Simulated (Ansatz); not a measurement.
The parent structure is YN in the rock salt structure (space group Fm-3m, No. 225; a = 4.8957 Å).

Modification: a hydrostatic pressure of 0.9 GPa.

All numbers come from DFT with r2SCAN, PAW potentials and a 500 eV plane-wave cutoff in Ansatz (a first-principles code), spin-orbit coupling left out.

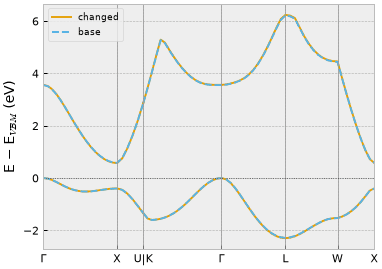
Figure: Highest valence and lowest conduction band along the path, each from its own valence-band maximum

Problem. Read the changed gap and its character from the plot.

Solution. About 0.6 eV, indirect, Γ → X.

Load acts through the strain it causes; cell and atoms are relaxed under it. Stability against distortions was not tested.
